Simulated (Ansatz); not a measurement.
# Direct or indirect: CdS (F-43m)

```cif
data_structure
_symmetry_space_group_name_H-M 'F-43m'
_symmetry_Int_Tables_number 216
_cell_length_a 5.8330
_cell_length_b 5.8330
_cell_length_c 5.8330
_cell_angle_alpha 90.000
_cell_angle_beta 90.000
_cell_angle_gamma 90.000
_cell_volume 198.46
loop_
_atom_site_label
_atom_site_type_symbol
_atom_site_symmetry_multiplicity
_atom_site_Wyckoff_symbol
_atom_site_fract_x
_atom_site_fract_y
_atom_site_fract_z
_atom_site_occupancy
Cd1 Cd 4 a 0.00000 0.00000 0.00000 1
S1 S 4 c 0.25000 0.25000 0.25000 1
```

Method: Ansatz, PBE, independent particles, without spin-orbit coupling, line width 0.1 eV (Gaussian). The band structure gives a fundamental gap of 1.15 eV. The spectrum of vertical transitions near the edge:

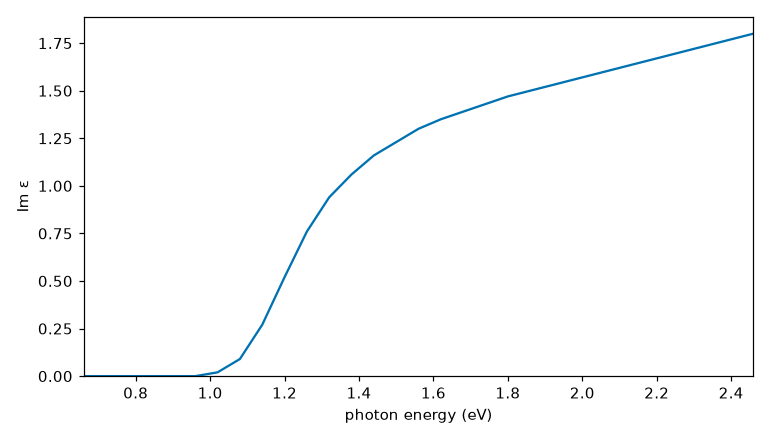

Problem. Is the gap direct or indirect, and about where do vertical transitions set in?

Solution. Direct: the band path has its least direct gap at the fundamental one, 1.15 eV, and the curves rise from there. Lines are broadened by 0.1 eV, which spreads the edge.

[Logs are printed without paths, hosts, clocks, repeated set-up lines and the standing remarks that a program may print on its own settings, such as how far it seeks lower states.]
